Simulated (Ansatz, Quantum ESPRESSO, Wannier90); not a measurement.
# straight Cu chain, spacing 2.14 Å: Wannier functions and conductance, part 3 of 5

Aim: a Wannier model and the conductance steps that follow from it, for this wire: straight Cu chain, spacing 2.14 Å.

Quantum ESPRESSO 7.5 and Wannier90 3.1.0; plane-wave DFT, PBE, GBRV ultrasoft pseudopotentials; cross-check by Ansatz 0.2.0 with PAW datasets.

So far. Step 2 (Ground state): The run needed 26 iterations to bring the estimated error under 1e-07 Ry.

### 6. Localisation, bands and conductance

Level of this step: maximally localised Wannier functions and ballistic conductance; plane-wave DFT, PBE, GBRV ultrasoft pseudopotentials (Wannier90).

After disentangling and localising, transport_mode = bulk builds principal layers from hoppings within dist_cutoff and counts open channels.

wan.win reads:

```
num_wann = 6
num_bands = 21
num_iter = 200
num_print_cycles = 20
conv_tol = 1e-8
conv_window = 5
guiding_centres = true
dis_num_iter = 1500
dis_conv_tol = 1e-8
dis_win_min = -14.3747
dis_win_max = 5.6253
dis_froz_max = -1.8747
search_shells = 120
fermi_energy = -3.3747

transport = true
transport_mode = bulk
one_dim_axis = z
dist_cutoff = 17.01
dist_cutoff_mode = one_dim
tran_win_min = -4.0
tran_win_max = 2.0
tran_energy_step = 0.02

bands_plot = true
bands_num_points = 96
begin kpoint_path
G 0.0 0.0 0.0 Z 0.0 0.0 0.5
end kpoint_path

begin projections
Cu:s;d
end projections

begin unit_cell_cart
ang
  8.0000000000 0.0000000000 0.0000000000
  0.0000000000 8.0000000000 0.0000000000
  0.0000000000 0.0000000000 2.1390000000
end unit_cell_cart

begin atoms_frac
  Cu 0.0000000000 0.0000000000 0.0000000000
end atoms_frac

mp_grid = 1 1 16
begin kpoints
  0.0 0.0 0.0000000000
  0.0 0.0 0.0625000000
  0.0 0.0 0.1250000000
  0.0 0.0 0.1875000000
  0.0 0.0 0.2500000000
  0.0 0.0 0.3125000000
  0.0 0.0 0.3750000000
  0.0 0.0 0.4375000000
  0.0 0.0 0.5000000000
  0.0 0.0 0.5625000000
  0.0 0.0 0.6250000000
  0.0 0.0 0.6875000000
  0.0 0.0 0.7500000000
  0.0 0.0 0.8125000000
  0.0 0.0 0.8750000000
  0.0 0.0 0.9375000000
end kpoints
```

The run is started by

```
$ OMP_NUM_THREADS=1 wannier90.x wan > wan.run.log
```

The program printed:

```text
[banner, memory and clock lines left out]
+---------------------------------------------------+
             |                                                   |
             |                   WANNIER90                       |
             |                                                   |
             +---------------------------------------------------+
             |                                                   |
             |        Welcome to the Maximally-Localized         |
             |        Generalized Wannier Functions code         |
             |                             |
             |                                                   |
             |                                                   |
             |  Wannier90 Developer Group:                       |
             |    Giovanni Pizzi    (EPFL)                       |
             |    Valerio Vitale    (Cambridge)                  |
             |    David Vanderbilt  (Rutgers University)         |
             |    Nicola Marzari    (EPFL)                       |
             |    Ivo Souza         (Universidad del Pais Vasco) |
             |    Arash A. Mostofi  (Imperial College London)    |
             |    Jonathan R. Yates (University of Oxford)       |
             |                                                   |
             |  For the full list of Wannier90 3.x authors,      |
             |  please check the code documentation and the      |
             |  README on the GitHub page of the code            |
             |                                                   |
             |                                                   |
             |                                                   |
             |  [ref] "Wannier90 as a community code:            |
             |        new features and applications",            |
             |        165902 (2020).                             |
             |            |
             |                                                   |
             |  in any publications arising from the use of      |
             |                                                   |
             |  [ref] "Maximally Localized Generalised Wannier   |
             |         Functions for Composite Energy Bands"     |
             |         N. Marzari and D. Vanderbilt              |
             |         Phys. Rev. B 56 12847 (1997)              |
             |                                                   |
             |  [ref] "Maximally Localized Wannier Functions     |
             |         for Entangled Energy Bands"               |
             |         I. Souza, N. Marzari and D. Vanderbilt    |
             |         Phys. Rev. B 65 035109 (2001)             |
             |                                                   |
             |                                                   |
             | Copyright (c) 1996-2020                           |
             |        The Wannier90 Developer Group and          |
             |        individual contributors                    |
             |                                                   |
             |      Release: 3.1.0        5th March    2020      |
             |                                                   |
             | This program is free software; you can            |
             | redistribute it and/or modify it under the terms  |
             | of the GNU General Public License as published by |
             | the Free Software Foundation; either version 2 of |
             | the License, or (at your option) any later version|
             |                                                   |
             | This program is distributed in the hope that it   |
             | will be useful, but WITHOUT ANY WARRANTY; without |
             | even the implied warranty of MERCHANTABILITY or   |
             | FITNESS FOR A PARTICULAR PURPOSE. See the GNU     |
             | General Public License for more details.          |
             |                                                   |
             | You should have received a copy of the GNU General|
             | Public License along with this program; if not,   |
             | write to the Free Software Foundation, Inc.,      |
             | 675 Mass Ave, Cambridge, MA 02139, USA.           |
             |                                                   |
             +---------------------------------------------------+
             +---------------------------------------------------+

 ******************************************************************************
 * -> Using CODATA 2006 constant values                                       *
 *    (                      *
 * -> Using Bohr value from CODATA                                            *
 ******************************************************************************

 Running in serial (with parallel executable)

                                    ------
                                    SYSTEM
                                    ------

                              Lattice Vectors (Ang)
                    a_1     8.000000   0.000000   0.000000
                    a_2     0.000000   8.000000   0.000000
                    a_3     0.000000   0.000000   2.139000

                   Unit Cell Volume:     136.89600  (Ang^3)

                        Reciprocal-Space Vectors (Ang^-1)
                    b_1     0.785398   0.000000   0.000000
                    b_2     0.000000   0.785398   0.000000
                    b_3     0.000000   0.000000   2.937441

 *----------------------------------------------------------------------------*
 |   Site       Fractional Coordinate          Cartesian Coordinate (Ang)     |
 +----------------------------------------------------------------------------+
 | Cu   1   0.00000   0.00000   0.00000   |    0.00000   0.00000   0.00000    |
 *----------------------------------------------------------------------------*
                                ------------
                                K-POINT GRID
                                ------------

             Grid size =  1 x  1 x 16      Total points =   16

 *---------------------------------- MAIN ------------------------------------*
 |  Number of Wannier Functions               :                 6             |
 |  Number of Objective Wannier Functions     :                 6             |
 |  Number of input Bloch states              :                21             |
 |  Output verbosity (1=low, 5=high)          :                 1             |
[...]
Time to disentangle bands      0.011 (sec)

 Writing checkpoint file wan.chk... done

 *------------------------------- WANNIERISE ---------------------------------*
 +--------------------------------------------------------------------+<-- CONV
 | Iter  Delta Spread     RMS Gradient      Spread (Ang^2)      Time  |<-- CONV
 +--------------------------------------------------------------------+<-- CONV

 Initial State
  WF centre and spread    1  ( -0.000000,  0.000000, -1.068085 )    17.63851383
  WF centre and spread    2  (  0.000000, -0.000000, -0.001179 )     0.53142064
  WF centre and spread    3  (  0.000000, -0.000000,  0.000000 )     0.52527672
  WF centre and spread    4  ( -0.000000, -0.000000,  0.000000 )     0.52527672
  WF centre and spread    5  (  0.000000, -0.000000,  0.000000 )     0.38622260
  WF centre and spread    6  ( -0.000000,  0.000000, -0.000000 )     0.38993857
  Sum of centres and spreads (  0.000000, -0.000000, -1.069264 )    19.99664908

      0     0.200E+02     0.0000000000       19.9966490826       0.01  <-- CONV
        O_D=     15.5666124 O_OD=      0.4609135 O_TOT=     19.9966491 <-- SPRD
 Cycle:      1
  WF centre and spread    1  ( -0.000000,  0.000000, -1.057732 )     6.74556428
  WF centre and spread    2  (  0.000000, -0.000000, -0.010540 )     0.52850147
  WF centre and spread    3  (  0.000000, -0.000000,  0.000000 )     0.52527672
  WF centre and spread    4  ( -0.000000, -0.000000,  0.000000 )     0.52527672
  WF centre and spread    5  (  0.000000, -0.000000,  0.000000 )     0.38622260
  WF centre and spread    6  ( -0.000000,  0.000000, -0.000000 )     0.38993857
  Sum of centres and spreads (  0.000000, -0.000000, -1.068271 )     9.10078036

      1    -0.109E+02    15.6476887461        9.1007803578       0.01  <-- CONV
        O_D=      4.6793586 O_OD=      0.4522986 O_TOT=      9.1007804 <-- SPRD
 Delta: O_D= -0.1088725E+02 O_OD= -0.8614889E-02 O_TOT= -0.1089587E+02 <-- DLTA
 Cycle:     20
  WF centre and spread    1  ( -0.000000,  0.000000, -1.068728 )     1.85109612
  WF centre and spread    2  (  0.000000, -0.000000, -0.000740 )     0.52228239
  WF centre and spread    3  (  0.000000, -0.000000,  0.000000 )     0.52527672
  WF centre and spread    4  ( -0.000000, -0.000000,  0.000000 )     0.52527672
[...]
Sum of centres and spreads (  0.000000, -0.000000, -1.069468 )     4.20009313

     20    -0.112E-02     0.1037805754        4.2000931255       0.03  <-- CONV
        O_D=      0.0015226 O_OD=      0.2294473 O_TOT=      4.2000931 <-- SPRD
 Delta: O_D= -0.6782930E-03 O_OD= -0.4454689E-03 O_TOT= -0.1123762E-02 <-- DLTA
 Cycle:     40
[...]
Sum of centres and spreads (  0.000000, -0.000000, -1.069498 )     4.19709514

     40    -0.571E-05     0.0070669645        4.1970951408       0.05  <-- CONV
        O_D=      0.0000009 O_OD=      0.2279711 O_TOT=      4.1970951 <-- SPRD
 Delta: O_D= -0.9028237E-06 O_OD= -0.4811105E-05 O_TOT= -0.5713928E-05 <-- DLTA
 Cycle:     60
[...]
WF centre and spread    5  (  0.000000, -0.000000,  0.000000 )     0.38622260
  WF centre and spread    6  ( -0.000000,  0.000000, -0.000000 )     0.38993857
  Sum of centres and spreads (  0.000000, -0.000000, -1.069500 )     4.19707542

     60    -0.230E-07     0.0003779395        4.1970754216       0.07  <-- CONV
        O_D=      0.0000000 O_OD=      0.2279522 O_TOT=      4.1970754 <-- SPRD
 Delta: O_D=  0.4279837E-08 O_OD= -0.2729494E-07 O_TOT= -0.2301511E-07 <-- DLTA

             <<<     Delta < 1.000E-08  over  5 iterations     >>>
             <<< Wannierisation convergence criteria satisfied >>>

 Final State
  WF centre and spread    1  ( -0.000000,  0.000000, -1.069500 )     1.83231494
  WF centre and spread    2  (  0.000000, -0.000000, -0.000000 )     0.53804572
  WF centre and spread    3  (  0.000000, -0.000000,  0.000000 )     0.52527672
  WF centre and spread    4  ( -0.000000, -0.000000,  0.000000 )     0.52527672
  WF centre and spread    5  (  0.000000, -0.000000,  0.000000 )     0.38622260
  WF centre and spread    6  ( -0.000000,  0.000000, -0.000000 )     0.38993857
  Sum of centres and spreads (  0.000000, -0.000000, -1.069500 )     4.19707527

         Spreads (Ang^2)       Omega I      =     3.969123172
        ================       Omega D      =     0.000000000
                               Omega OD     =     0.227952099
    Final Spread (Ang^2)       Omega Total  =     4.197075272
 Time for wannierise            0.067 (sec)

 Writing checkpoint file wan.chk... done

 *---------------------------------------------------------------------------*
 |                               PLOTTING                                    |
 *---------------------------------------------------------------------------*

 Translated centres
    translation centre in fractional coordinate:  0.000000  0.000000  0.000000
  WF centre     1  ( -0.000000,  0.000000, -1.069500 )
  WF centre     2  (  0.000000, -0.000000, -0.000000 )
  WF centre     3  (  0.000000, -0.000000,  0.000000 )
  WF centre     4  ( -0.000000, -0.000000,  0.000000 )
  WF centre     5  (  0.000000, -0.000000,  0.000000 )
  WF centre     6  ( -0.000000,  0.000000, -0.000000 )

 Calculating interpolated band-structure

 Time to calculate interpolated band structure       0.010 (sec)

 Time for plotting              0.017 (sec)

 *---------------------------------------------------------------------------*
 |                              TRANSPORT                                    |
 *---------------------------------------------------------------------------*

 Calculation of Quantum Conductance and DoS: bulk mode

 Maximum imaginary part of the real-space Hamiltonian:     0.050682

     Maximum real part of the real-space Hamiltonian at each lattice point
            Lattice point R           Max |H_ij(R)|
                  -9                     0.000000
                  -8                     0.000081
                  -7                     0.011210
                  -6                     0.016566
                  -5                     0.028764
                  -4                     0.056242
                  -3                     0.125833
                  -2                     0.353825
                  -1                     1.788269
                   0                     4.648278
                   1                     1.788269
                   2                     0.353825
                   3                     0.125833
                   4                     0.056242
                   5                     0.028764
                   6                     0.016566
                   7                     0.011210
                   8                     0.000081
                   9                     0.000000

 Number of unit cells inside the principal layer:     8
 Number of Wannier Functions inside the principal layer:    48

 Calculating quantum conductance and density of states... done

 Time for transport             4.125 (sec)
 Total Execution Time           4.304 (sec)

 *===========================================================================*
 |                             TIMING INFORMATION                            |
 *===========================================================================*
 |    Tag                                                Ncalls      Time (s)|
 |---------------------------------------------------------------------------|
 |kmesh: get                                        :         1         0.031|
 |overlap: allocate                                 :         1         0.000|
 |overlap: read                                     :         1         0.046|
 |dis: main                                         :         1         0.011|
 |wann: main                                        :         1         0.067|
 |plot: main                                        :         1         0.017|
 |tran: main                                        :         1         4.125|
 *---------------------------------------------------------------------------*

 All done: wannier90 exiting
[key lines of the parts left out:]
|  Fermi energy (eV)                         :            -3.375             |
```

Wall time 4.8 s (1 MPI rank of Arm Neoverse N1, shared host); peak memory 0.09 GiB.

This step gave:

* lead channels at the Fermi level, one spin: 1.000
* total spread: 4.197 Å²
* gauge-invariant spread: 3.969 Å²
* largest misfit to plane-wave levels between mesh points, inside the frozen window: 0.01335 eV

Per spin. Table of quantum conductance of the perfect wire, open channels by energy, zero at the Fermi level:

```tsv
energy (eV)	quantum conductance of the perfect wire, open channels
-4.0000	1.000
-3.7600	1.000
-3.5000	1
-3.2600	1
-3.0000	1
-2.7600	1
-2.5000	1
-2.2600	3.00
-2.0000	3
-1.7600	3
-1.5000	3
-1.2600	4
-1.0200	6.00
-0.7600	6
-0.5000	4
-0.2600	4
0.0000	1.00
0.2400	1
0.5000	1
0.7400	1
1.0000	1
1.2400	1
1.5000	1
1.7400	1
2.0000	1
```

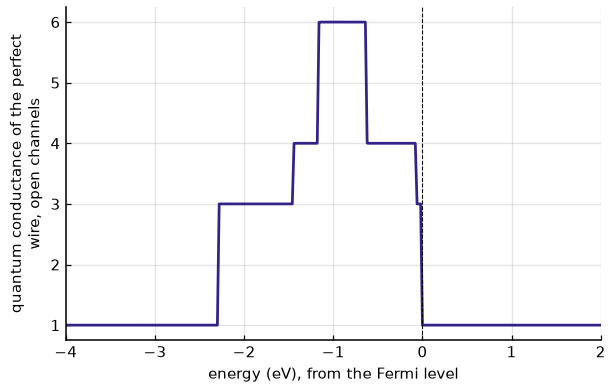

Quantum conductance of the perfect wire, open channels, plotted against energy.

Wannier functions:

```tsv
no.	x (Å)	y (Å)	z (Å)	spread (Å²)
1	0	0	-1.069	1.832
2	0	0	0	0.538
3	0	0	0	0.5253
4	0	0	0	0.5253
5	0	0	0	0.3862
6	0	0	0	0.3899
```

Electronic bands along the path, in eV, zero at the Fermi level; # counts the bands kept:

```tsv
point	#3	#4	#5	#6
Γ	-1.16	-1.16	-0.01	-0.01
Z	-0.63	-0.62	-0.07	4.58
```

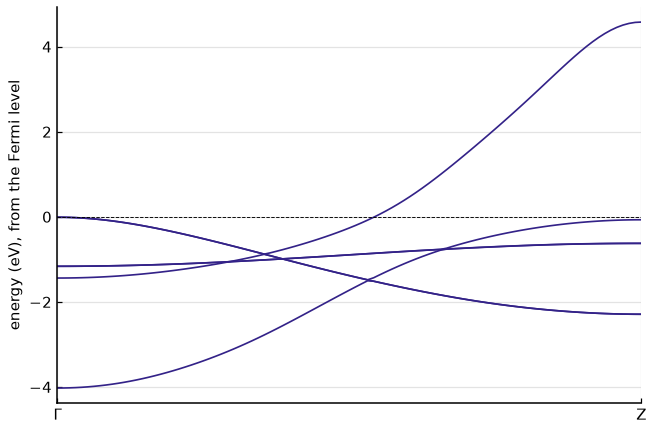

Electronic bands along the path.

Bands and channels are those of the Wannier model: bands that were not projected, and all outside the frozen window, are missing or only approximate.

### 7. Neighbour list from wannier90 -pp, with dist_cutoff = 4.71

How much does a setting matter? One run is repeated with a change.

wan_w.win is the input of step 6 with these lines changed:

```diff
@@ -18,3 +18,3 @@
 one_dim_axis = z
-dist_cutoff = 17.01
+dist_cutoff = 4.71
 dist_cutoff_mode = one_dim
```

The run is started by

```
$ OMP_NUM_THREADS=1 wannier90.x -pp wan_w > wan_w.pp.log
```

Run time: 0.52 s. Hardware: 1 MPI rank; peak memory 0.09 GiB.

### 8. Overlaps and projections

The follow-up step for that run.

wan_w.p2w.in reads:

```
&inputpp
  prefix = 'nscf'
  outdir = './out'
  seedname = 'wan_w'
  write_mmn = .true.
  write_amn = .true.
  write_unk = .false.
/
```

The run is started by

```
$ OMP_NUM_THREADS=1 mpirun -n 2 pw2wannier90.x -in wan_w.p2w.in > wan_w.p2w.out
```

Wall time 5 s (2 MPI ranks); peak memory 0.09 GiB; 9.9 s of CPU time.

(Part 3 of 5 ends here.)

[Logs are printed without paths, hosts, clocks, repeated set-up lines and the standing remarks that a program may print on its own settings, such as how far it seeks lower states.]

[Hosts, paths, dates, database ids (printed as entryN), source tags and the programs' standing remarks are cut or masked in the printed files.]

[Maps of the electrostatic potential energy from Ansatz leave out the sawtooth potential of an applied field or a dipole correction, so their vacuum need not be flat; planar profiles and work functions include it.]
